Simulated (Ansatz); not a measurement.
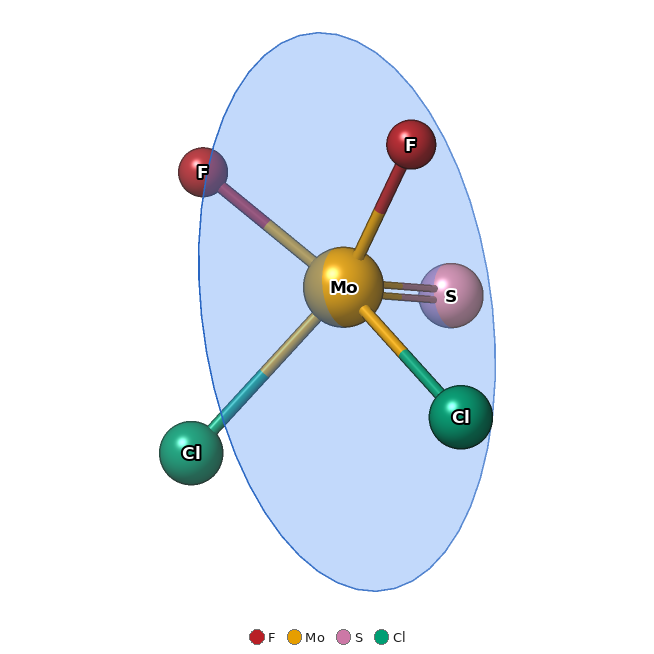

All proper rotation axes (lines) and mirror planes (discs) of the structure are drawn in. Distant atoms are faded towards the background colour. The species is neutral and a spin singlet. Computed geometry: PBE0-D4/def2-TZVP optimisation.

Q: Name the symmetry elements and the point group.

A: It has 1 mirror plane. Point group Cs. The group has 2 operations. The geometry is achiral, and symmetry allows a dipole moment.
